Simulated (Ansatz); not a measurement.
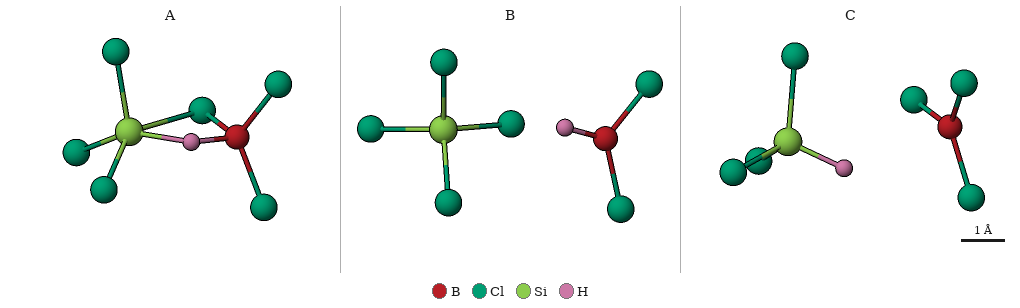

Three geometries of BSiHCl₆: a saddle point and the two minima that it joins, in shuffled order. Style: ball-and-stick. Shown at a tilt. Sticks join atoms that are closer than about 1.2 times the sum of their covalent radii (a little more with hydrogen).

Stationary points at PBE0-D4/def2-TZVP, single-point energies with CCSD(T)/CBS, CAM-B3LYP-D4, CCSD(T) (def2-TZVPP where no basis is named; Ansatz 0.2.0). The energies are electronic, without zero-point or thermal terms, and both ends are the minima reached downhill from the saddle, with any fragments still in contact. CCSD(T)/CBS stands for a frozen-core estimate: MP2 correlation extrapolated from def2-TZVPP and def2-QZVPP, CCSD(T) minus MP2 from the smaller set.

**Which frame is the transition state, what reaction does it lead through, and what barrier is to be expected?**

Frame A is the saddle point. Counted by bonded pieces, C holds BCl₃ + SiHCl₃ and B holds BHCl₂ + SiCl₄. From C over the saddle to B, bonds form: B–H (2.95 → 1.32 → 1.19 Å), Cl–Si (3.96 → 2.42 → 2.02 Å). Bonds break: B–Cl (1.74 → 1.90 → 3.46 Å), H–Si (1.47 → 1.64 → 3.51 Å). The saddle has one imaginary mode, 133i cm⁻¹. With CCSD(T)/CBS the barrier is 123.1 kJ/mol from C and 140.9 kJ/mol from B, and B lies 17.9 kJ/mol below C.

```csv
level,barrier from C (kJ/mol),barrier from B (kJ/mol),B less C (kJ/mol)
CCSD(T)/CBS,123.1,140.9,−17.9
CAM-B3LYP-D4,136.4,152.4,−16.0
CCSD(T),129.3,143.6,−14.3
```

Against CCSD(T)/CBS, CCSD(T) comes closest on the barrier from C (+6.2 kJ/mol) and CAM-B3LYP-D4 misses most (+13.3 kJ/mol).

Limits of the set-up: the start holds two separate molecules, 2.9 Å apart at their closest, whose relative position is a soft coordinate.
